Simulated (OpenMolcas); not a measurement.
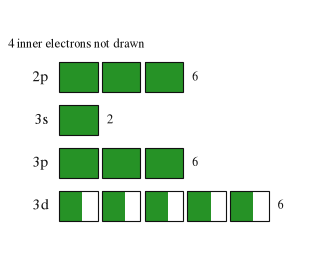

Fig. 1: The outer shells of the leading configuration of the lowest level: a box for each of the 2l + 1 orbitals, shaded by the share of the shell that is filled, with the electron count at the right.

Fe²⁺ complex: multiconfigurational calculation

- system: Fe²⁺ with 6 ligands (F; octahedron, 2.313 Å), embedded in NaF by model potentials and point charges, whose field is part of the energies.
- method: state-averaged SS-CASPT2, IPEA shift 0.25, imaginary shift 0.1 hartree, closed shells 3s 3p of the metal and the valence shells of the ligands correlated, active space 6 electrons in the shell 3d, basis ANO-RCC-VDZP on the metal and ANO-RCC-VDZP on the ligands, DKH2 scalar Hamiltonian, spin-orbit coupling by RASSI with atomic mean-field integrals (OpenMolcas)

## Results in brief

- outcome: converged; degenerate states are split by up to 204 cm⁻¹
- energy of the lowest spin-free term: −1872.88609 hartree
- energy of the lowest spin-orbit level: −1872.88767 hartree
- CASPT2 correlation energy: −1.5832 hartree
- largest spread among components of a term: 203.8 cm⁻¹
- lowest reference weight: 0.722
- hardware: 1 thread of Arm Neoverse V2, 24 GiB of memory available, shared host
- wall time: 4.7 min
- peak memory: 0.18 GiB

## Remarks

The components of ¹E, which symmetry makes degenerate, are split by 204 cm⁻¹ in CASPT2, and those of 2 more by over 50 cm⁻¹. This is an artefact; the levels of such states rest on averages and are uncertain by about as much. Limits: small active space favours high spin, ground spin may be wrong; with a single d shell and no ligand orbitals active, the ligand field and the g values of a late 3d ion can be well off; the geometry is set by hand, with no relaxation.

## The input
```
&GATEWAY
Basis set
Fe.ANO-RCC-VDZP.
Fe1 0.0 0.0 0.0 Angstrom
End of basis
Basis set
F.ANO-RCC-VDZP.
L1 2.313000 0.000000 0.000000 Angstrom
L2 0.000000 2.313000 0.000000 Angstrom
L3 0.000000 0.000000 2.313000 Angstrom
End of basis
Basis set
Na.EMB-AIMP.Seijo.6s3p.1s1p.ECP.NaF.
PseudoCharge
* 3 symmetry-unique lattice sites within 7.6 angstrom
End of basis
Basis set
Na.EMB-AIMP.Seijo.0s.0s.ECP.NaF.
PseudoCharge
* 36 symmetry-unique lattice sites within 7.6 angstrom
End of basis
Basis set
F.EMB-AIMP.Seijo.0s.0s.ECP.NaF.
PseudoCharge
* 31 symmetry-unique lattice sites within 7.6 angstrom
End of basis
Symmetry
XYZ
AngMom=0.0 0.0 0.0
AMFI
RICD
XField
1025 Angstrom 0
* Evjen-weighted lattice charges
&SEWARD
&RASSCF
FileOrb=start.orb
Symmetry=1
Spin=5
nActEl=6 0 0
Inactive=18 21
Ras2=5 0
CIRoot=5 5 1
SDav=5
CIMx=300
Iter=150 100
PrWF=0.3
OrbListing=Nothing
MaxOrb=0
LevShft=1.0
>>> COPY $Project.JobIph JOB001
&RASSCF
FileOrb=start.orb
Symmetry=1
Spin=3
nActEl=6 0 0
Inactive=18 21
Ras2=5 0
CIRoot=45 45 1
SDav=45
CIMx=300
Iter=150 100
PrWF=0.3
OrbListing=Nothing
MaxOrb=0
LevShft=1.0
>>> COPY $Project.JobIph JOB002
&RASSCF
FileOrb=start.orb
Symmetry=1
Spin=1
nActEl=6 0 0
Inactive=18 21
Ras2=5 0
CIRoot=50 50 1
SDav=50
CIMx=300
Iter=150 100
PrWF=0.3
OrbListing=Nothing
MaxOrb=0
LevShft=1.0
>>> COPY $Project.JobIph JOB003
&RASSI
NrOfJobIphs=3 5 45 50
1 2 3 4 5
1 2 3 4 5 6 7 8 9 10 11 12 13 14 15 16 17 18 19 20 21 22 23 24 25 26 27
28 29 30 31 32 33 34 35 36 37 38 39 40 41 42 43 44 45
1 2 3 4 5 6 7 8 9 10 11 12 13 14 15 16 17 18 19 20 21 22 23 24 25 26 27
28 29 30 31 32 33 34 35 36 37 38 39 40 41 42 43 44 45 46 47 48 49 50
IphNames
JOB001
JOB002
JOB003
EJob
SpinOrbit
DIPRint=1.0
SOCoupling=1000.0
Subsets=2
Property=9
'ANGMOM' 1 'ANGMOM' 2 'ANGMOM' 3 'MLTPL  1' 1 'MLTPL  1' 2 'MLTPL  1' 3
'AMFI' 1 'AMFI' 2 'AMFI' 3
SOProperty=3
'ANGMOM' 1 'ANGMOM' 2 'ANGMOM' 3
>>> COPY JOB001 $Project.JobIph
&CASPT2
Multistate=5 1 2 3 4 5
NoMult
Frozen=5 6
IPEA=0.25
Imaginary=0.1
MaxIter=60
WThr=0.0 0.3 0.05
PrWF=0.5
NoMix
>>> COPY JOB002 $Project.JobIph
&CASPT2
Multistate=45 1 2 3 4 5 6 7 8 9 10 11 12 13 14 15 16 17 18 19 20 21 22
23 24 25 26 27 28 29 30 31 32 33 34 35 36 37 38 39 40 41 42 43 44 45
NoMult
Frozen=5 6
IPEA=0.25
Imaginary=0.1
MaxIter=60
WThr=0.0 0.3 0.05
PrWF=0.5
NoMix
>>> COPY JOB003 $Project.JobIph
&CASPT2
Multistate=50 1 2 3 4 5 6 7 8 9 10 11 12 13 14 15 16 17 18 19 20 21 22
23 24 25 26 27 28 29 30 31 32 33 34 35 36 37 38 39 40 41 42 43 44 45 46
47 48 49 50
NoMult
Frozen=5 6
IPEA=0.25
Imaginary=0.1
MaxIter=60
WThr=0.0 0.3 0.05
PrWF=0.5
NoMix
```

The file start.orb holds starting orbitals from an earlier step. A driver script formed the levels outside the program, from RASSI's spin-orbit matrix and the CASPT2 energies (for multi-state variants, the effective Hamiltonian), averaged over the components of each term or state. The log and the time are those of the CASPT2 step.

Command:
```bash
OMP_NUM_THREADS=1 MOLCAS_MEM=2457 MOLCAS_PROJECT=a pymolcas a.inp > a.log  # once for each step of the input, in one work folder
```

## Output (extracts)
```
--- CASPT2 ---
Orbital specifications:
      -----------------------

      Symmetry species                           1   2
                                                ag  au
      Frozen orbitals                            5   6
      Inactive orbitals                         13  15
      Active orbitals                            5   0
      Secondary orbitals                        46  52
      Deleted orbitals                           0   0
      Number of basis functions                 69  73
Type of calculation                        SS-CASPT2
      Fock operator                              state-specific
      IPEA shift                                 0.25
      Real shift                                 0.00
      Imaginary shift                            0.10
      The input orbitals will be transformed to quasi-canonical
Reference energy:       -1871.3028623537
      E2 (Non-variational):      -1.5822409260
      Shift correction:          -0.0009807786
      E2 (Variational):          -1.5832217046
      Total energy:           -1872.8860840583
      Residual norm:              0.0000005545
      Reference weight:           0.73778
      Contributions to the CASPT2 correlation energy
      Active & Virtual Only:         -0.1133769120
      One Inactive Excited:          -0.1905353692
      Two Inactive Excited:          -1.2783286448
Reference energy:       -1871.3028623536
      E2 (Non-variational):      -1.5822431965
      Shift correction:          -0.0009807980
      E2 (Variational):          -1.5832239945
      Total energy:           -1872.8860863481
      Residual norm:              0.0000005545
      Reference weight:           0.73778
      Contributions to the CASPT2 correlation energy
      Active & Virtual Only:         -0.1133785315
      One Inactive Excited:          -0.1905360236
      Two Inactive Excited:          -1.2783286415
::    CASPT2 Root  1     Total energy:  -1872.88608406
::    CASPT2 Root  2     Total energy:  -1872.88608635
::    CASPT2 Root  3     Total energy:  -1872.88608630
::    CASPT2 Root  4     Total energy:  -1872.85866099
::    CASPT2 Root  5     Total energy:  -1872.85866083
--- CASPT2 ---
Orbital specifications:
      -----------------------

      Symmetry species                           1   2
                                                ag  au
      Frozen orbitals                            5   6
      Inactive orbitals                         13  15
      Active orbitals                            5   0
      Secondary orbitals                        46  52
      Deleted orbitals                           0   0
      Number of basis functions                 69  73
Type of calculation                        SS-CASPT2
      Fock operator                              state-specific
      IPEA shift                                 0.25
      Real shift                                 0.00
      Imaginary shift                            0.10
      The input orbitals will be transformed to quasi-canonical
Reference energy:       -1871.2144285900
      E2 (Non-variational):      -1.5930342824
      Shift correction:          -0.0009851383
      E2 (Variational):          -1.5940194206
      Total energy:           -1872.8084480106
      Residual norm:              0.0000002227
      Reference weight:           0.73649
      Contributions to the CASPT2 correlation energy
      Active & Virtual Only:         -0.1147457123
      One Inactive Excited:          -0.1959939051
      Two Inactive Excited:          -1.2822946650
Reference energy:       -1871.2144285899
      E2 (Non-variational):      -1.5930338820
      Shift correction:          -0.0009851373
      E2 (Variational):          -1.5940190193
      Total energy:           -1872.8084476092
      Residual norm:              0.0000002227
      Reference weight:           0.73649
      Contributions to the CASPT2 correlation energy
      Active & Virtual Only:         -0.1147456897
      One Inactive Excited:          -0.1959934327
      Two Inactive Excited:          -1.2822947596
::    CASPT2 Root  1     Total energy:  -1872.80844801
::    CASPT2 Root  2     Total energy:  -1872.80844761
::    CASPT2 Root  3     Total energy:  -1872.80844712
::    CASPT2 Root  4     Total energy:  -1872.80162393
::    CASPT2 Root  5     Total energy:  -1872.80162122
::    CASPT2 Root  6     Total energy:  -1872.80162356
::    CASPT2 Root  7     Total energy:  -1872.79123195
::    CASPT2 Root  8     Total energy:  -1872.79119094
::    CASPT2 Root  9     Total energy:  -1872.79122241
::    CASPT2 Root 10     Total energy:  -1872.78155814
::    CASPT2 Root 11     Total energy:  -1872.78124474
::    CASPT2 Root 12     Total energy:  -1872.78581078
::    CASPT2 Root 13     Total energy:  -1872.78579959
::    CASPT2 Root 14     Total energy:  -1872.78581521
::    CASPT2 Root 15     Total energy:  -1872.78414819
::    CASPT2 Root 16     Total energy:  -1872.78412625
::    CASPT2 Root 17     Total energy:  -1872.78412951
::    CASPT2 Root 18     Total energy:  -1872.77191544
::    CASPT2 Root 19     Total energy:  -1872.76394468
::    CASPT2 Root 20     Total energy:  -1872.76392411
::    CASPT2 Root 21     Total energy:  -1872.76392256
::    CASPT2 Root 22     Total energy:  -1872.77018039
::    CASPT2 Root 23     Total energy:  -1872.77020181
::    CASPT2 Root 24     Total energy:  -1872.77018110
::    CASPT2 Root 25     Total energy:  -1872.75962482
::    CASPT2 Root 26     Total energy:  -1872.75943042
::    CASPT2 Root 27     Total energy:  -1872.74893516
::    CASPT2 Root 28     Total energy:  -1872.73740684
::    CASPT2 Root 29     Total energy:  -1872.73740681
::    CASPT2 Root 30     Total energy:  -1872.73740661
--- CASPT2 ---
Orbital specifications:
      -----------------------

      Symmetry species                           1   2
                                                ag  au
      Frozen orbitals                            5   6
      Inactive orbitals                         13  15
      Active orbitals                            5   0
      Secondary orbitals                        46  52
      Deleted orbitals                           0   0
      Number of basis functions                 69  73
Type of calculation                        SS-CASPT2
      Fock operator                              state-specific
      IPEA shift                                 0.25
      Real shift                                 0.00
      Imaginary shift                            0.10
      The input orbitals will be transformed to quasi-canonical
Reference energy:       -1871.1824384116
      E2 (Non-variational):      -1.5964269639
      Shift correction:          -0.0009824521
      E2 (Variational):          -1.5974094160
      Total energy:           -1872.7798478276
      Residual norm:              0.0000004017
      Reference weight:           0.73616
      Contributions to the CASPT2 correlation energy
      Active & Virtual Only:         -0.1146127342
      One Inactive Excited:          -0.1939872849
      Two Inactive Excited:          -1.2878269447
Reference energy:       -1871.1685474996
      E2 (Non-variational):      -1.5958267875
      Shift correction:          -0.0009831062
      E2 (Variational):          -1.5968098937
      Total energy:           -1872.7653573932
      Residual norm:              0.0000001205
      Reference weight:           0.73615
      Contributions to the CASPT2 correlation energy
      Active & Virtual Only:         -0.1136290581
      One Inactive Excited:          -0.2014516487
      Two Inactive Excited:          -1.2807460807
::    CASPT2 Root  1     Total energy:  -1872.77984783
::    CASPT2 Root  2     Total energy:  -1872.76535739
::    CASPT2 Root  3     Total energy:  -1872.76536275
::    CASPT2 Root  4     Total energy:  -1872.76535758
::    CASPT2 Root  5     Total energy:  -1872.75309509
::    CASPT2 Root  6     Total energy:  -1872.75309412
::    CASPT2 Root  7     Total energy:  -1872.75299831
::    CASPT2 Root  8     Total energy:  -1872.74535374
::    CASPT2 Root  9     Total energy:  -1872.74628217
::    CASPT2 Root 10     Total energy:  -1872.74555786
::    CASPT2 Root 11     Total energy:  -1872.73402398
::    CASPT2 Root 12     Total energy:  -1872.73403604
::    CASPT2 Root 13     Total energy:  -1872.73404216
::    CASPT2 Root 14     Total energy:  -1872.73266510
::    CASPT2 Root 15     Total energy:  -1872.73728693
::    CASPT2 Root 16     Total energy:  -1872.73732635
::    CASPT2 Root 17     Total energy:  -1872.73732711
::    CASPT2 Root 18     Total energy:  -1872.71956406
::    CASPT2 Root 19     Total energy:  -1872.71936054
::    CASPT2 Root 20     Total energy:  -1872.71584249
::    CASPT2 Root 21     Total energy:  -1872.71587438
::    CASPT2 Root 22     Total energy:  -1872.71586641
::    CASPT2 Root 23     Total energy:  -1872.72566255
::    CASPT2 Root 24     Total energy:  -1872.72566711
::    CASPT2 Root 25     Total energy:  -1872.72568415
::    CASPT2 Root 26     Total energy:  -1872.70765543
::    CASPT2 Root 27     Total energy:  -1872.69743350
::    CASPT2 Root 28     Total energy:  -1872.69722789
::    CASPT2 Root 29     Total energy:  -1872.68725343
::    CASPT2 Root 30     Total energy:  -1872.67818796
```

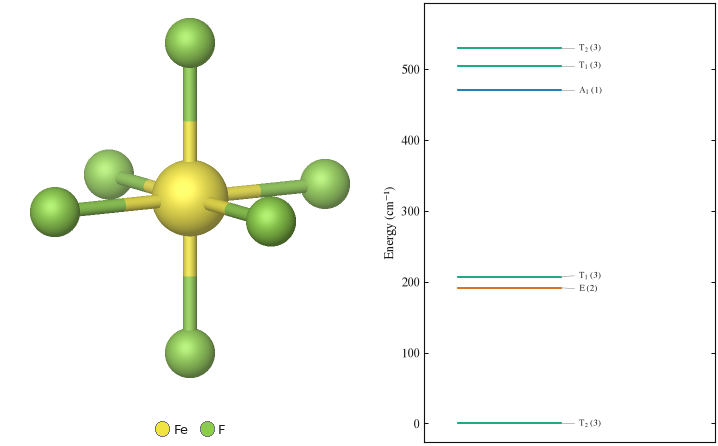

Fig. 2: Fe²⁺ (3d⁶) as a dopant in NaF, a cluster with its 6 nearest F⁻ at 2.313 Å (octahedron) embedded in model potentials and point charges; the geometry was set, not optimised, and its levels. Labels give the representation in O, Td, D4 or D3 as the site allows (double group for half-integer spin) where it could be assigned and, in brackets, the degeneracy; spin-free states, where drawn, share the zero of the spin-orbit levels. The ground level is T₂, 3-fold degenerate, 100 % from states of spin multiplicity 5. The next level lies at 191 cm⁻¹ (E).
